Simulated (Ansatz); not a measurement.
# C2H5AlN2O: what the fields show

```json
{"atom": "C", "x (Å)": "0.8909", "y (Å)": "-1.4649", "z (Å)": "-1.2015"}
{"atom": "N", "x (Å)": "1.1559", "y (Å)": "-0.2360", "z (Å)": "-1.0125"}
{"atom": "C", "x (Å)": "1.1773", "y (Å)": "0.6964", "z (Å)": "-2.1074"}
{"atom": "O", "x (Å)": "2.1828", "y (Å)": "1.6373", "z (Å)": "-1.8880"}
{"atom": "N", "x (Å)": "-0.0778", "y (Å)": "1.2896", "z (Å)": "-2.4853"}
{"atom": "Al", "x (Å)": "0.3585", "y (Å)": "0.3568", "z (Å)": "-3.9492"}
{"atom": "H", "x (Å)": "0.8102", "y (Å)": "-2.1556", "z (Å)": "-0.3404"}
{"atom": "H", "x (Å)": "0.7191", "y (Å)": "-1.8753", "z (Å)": "-2.2348"}
{"atom": "H", "x (Å)": "2.7120", "y (Å)": "1.2983", "z (Å)": "-1.1366"}
{"atom": "H", "x (Å)": "-0.4485", "y (Å)": "2.0420", "z (Å)": "-1.8894"}
{"atom": "H", "x (Å)": "-0.1582", "y (Å)": "0.4731", "z (Å)": "-5.4607"}
```

Computed with RKS PBE/def2-SVP in Ansatz 0.2.0.

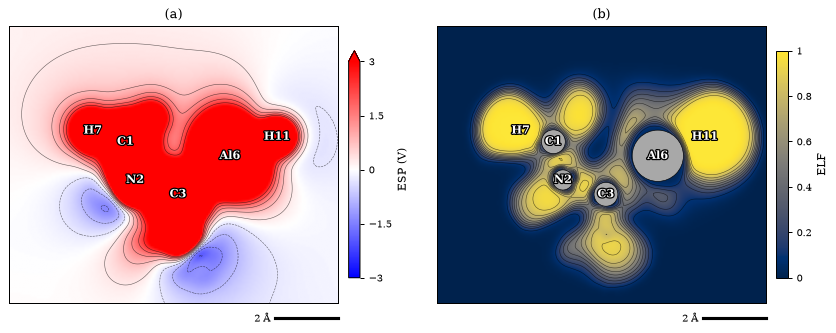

Figure 1. (a) electrostatic potential; (b) electron localisation function on the plane of atoms C3, Al6 and H11. Grey discs cover the atomic cores in the ELF map.

### What do the fields say about this system?

The section cuts through C, N, Al and H sites. C–N (1.27 Å): the ELF peaks at about 0.90 between the atoms; a short, multiple covalent bond. C–Al (2.04 Å): the ELF peaks at about 0.75 in the valence shell of C, 0.7 Å from its nucleus, and is about 0.50 at the midpoint. C–N (1.44 Å): the ELF peaks at about 0.90 between the atoms (a shared electron pair). The ELF also peaks beside O4 and N2, away from the bonds: lone-pair regions. Outside the dense part of the molecule the potential is most negative (−1.8 V) near O4, which lies off the plane.

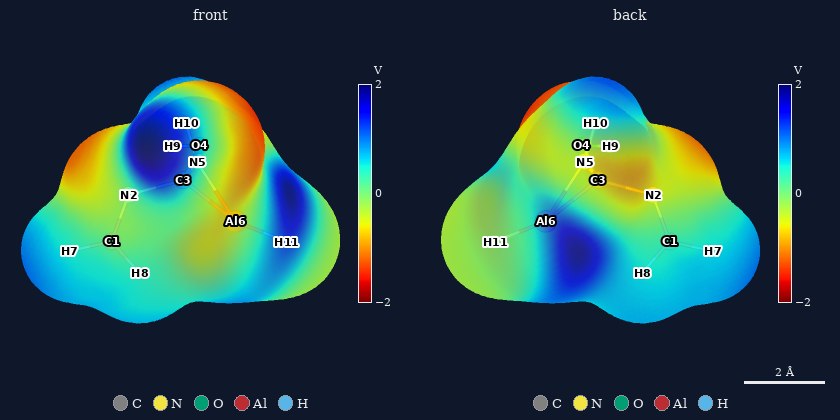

Figure 2. The electrostatic potential painted on the density surface at 0.002 e/bohr³, seen from the front and from behind; the colour scale runs from red (negative) to blue (positive).

### Describe the electrostatic potential map.

The most negative region (about −1.4 V, or −32 kcal/mol for a unit charge) lies over O4, the most positive (about +1.9 V, or +44 kcal/mol for a unit charge) over Al6 and H9. O4 is the likeliest acceptor of a hydrogen bond.

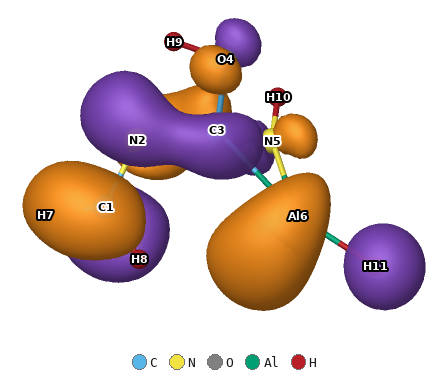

Figure 3. The LUMO at ±0.1 Å⁻³ᐟ² (orange and purple are the two phases), seen across its widest extent.

### Where does this orbital lie, and at what energy?

It lies mainly on C1 (about 30 %), N2 (about 20 %), Al6 (about 20 %) and C3 (about 10 %). Its energy is −2.03 eV.
